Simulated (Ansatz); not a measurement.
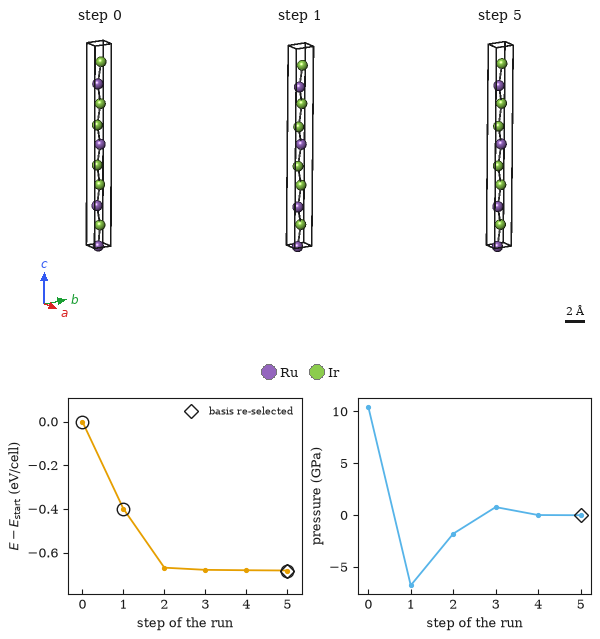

Frames of a relaxation of solid Ir3Ru2 (a generated structure, set up in P1) (coarse preliminary run), marked on the history of the run. The picture is a ball-and-stick view of the cell of the calculation, seen slightly off an axis.

All numbers below come from DFT PBE, scalar-relativistic, plane waves, PAW (Ansatz). Settings: plane-wave cutoff 420 eV; k-point mesh 12 × 12 × 1; occupations gaussian; smearing width 0.2 eV; no spin polarisation; cell and atoms relaxed; force threshold 0.025 eV/Å; at most 60 steps.

**What happens along the run?**

Over 4 accepted moves (5 points after the start) the energy falls by 0.681 eV per cell of the calculation. Largest force component: 2.2 eV/Å at the start, 0.0046 eV/Å at the end. The pressure goes from 10.46 to −0.01 GPa. At 1 point the geometry stayed and the basis and grid were re-selected for the new cell (energy shift of 1.2 meV per cell of the calculation at most each time). The largest move relative to the cell is that of a Ru atom, 0.13 Å in a general direction near [−1 −1 0]. By element the largest moves are Ru 0.13 Å, Ir 0.13 Å. The volume changes by +2.3 %, with a 2.708 → 2.739 Å (+1.1 %), b 2.690 → 2.739 Å (+1.8 %), c 22.086 → 21.906 Å (−0.8 %), α 91.1° → 90.0°, β 89.6° → 90.0°, γ 120.1° → 120.0°. Some distances before and after: Ir–Ru 2.861 → 2.675 Å, Ir–Ru 2.533 → 2.692 Å, Ir–Ir 2.616 → 2.769 Å, Ir–Ru 2.820 → 2.675 Å. The space group (tolerance 0.01 Å) goes from P1 (No. 1) to P-6m2 (No. 187). From step 0 to 1: an Ir atom moves most (0.20 Å), volume +4.9 %, energy −0.399 eV per cell of the calculation. From step 1 to 5: an Ir atom moves most (0.07 Å), volume −2.5 %, energy −0.283 eV per cell of the calculation.

```json
{"step": "0", "E − E(0), meV/atom": "0.00", "largest force component, eV/Å": "2.1691", "pressure, GPa": "10.46", "volume, Å³/atom": "13.915", "note": ""}
{"step": "1", "E − E(0), meV/atom": "-39.87", "largest force component, eV/Å": "1.5275", "pressure, GPa": "-6.78", "volume, Å³/atom": "14.598", "note": ""}
{"step": "2", "E − E(0), meV/atom": "-66.85", "largest force component, eV/Å": "0.2910", "pressure, GPa": "-1.79", "volume, Å³/atom": "14.311", "note": ""}
{"step": "3", "E − E(0), meV/atom": "-67.85", "largest force component, eV/Å": "0.0221", "pressure, GPa": "0.77", "volume, Å³/atom": "14.201", "note": ""}
{"step": "4", "E − E(0), meV/atom": "-68.02", "largest force component, eV/Å": "0.0046", "pressure, GPa": "0.01", "volume, Å³/atom": "14.233", "note": ""}
{"step": "5", "E − E(0), meV/atom": "-68.15", "largest force component, eV/Å": "0.0046", "pressure, GPa": "-0.01", "volume, Å³/atom": "14.233", "note": "same geometry, new basis"}
```
